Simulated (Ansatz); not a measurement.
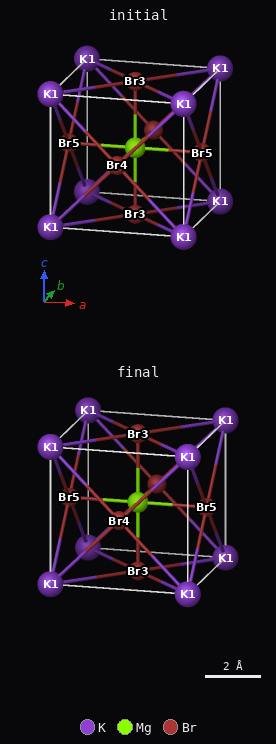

The structure of crystalline KMgBr3 (built on the cubic perovskite type) before (top) and after (bottom) a relaxation, at one scale.

The picture is a ball-and-stick view of the cell of the calculation, seen slightly off an axis.

Level of theory: DFT, PBEsol, plane waves, PAW (Ansatz). (plane-wave cutoff 420 eV; k-point mesh 4 × 4 × 4; occupations fermi dirac; smearing width 0.03 eV; no spin polarisation; cell and atoms relaxed; force threshold 0.01 eV/Å; at most 120 steps)

### Summarise the run.

The energy falls by 23.8 meV per atom in 3 accepted moves (4 points after the start). All forces vanish by symmetry, so only the cell relaxes. Pressure: 3.19 GPa at the start and 0.00 GPa at the end. At 1 point the geometry stayed and the basis and grid were re-selected for the new cell (energy shift of 0.2 meV per atom at most each time). The atoms keep their places relative to the cell (all moves are under 0.005 Å). The volume changes by +9.7 %, with a = b = c 5.110 → 5.270 Å (+3.1 %). Near-neighbour distances that change, for instance: Br–K 3.613 → 3.727 Å, Br–Mg 2.555 → 2.635 Å. The space group stays Pm-3m (No. 221). The run took 4.5 s on 2 threads of Intel(R) Xeon(R) 6975P-C (Granite Rapids), on a shared host, peak memory 0.44 GiB.
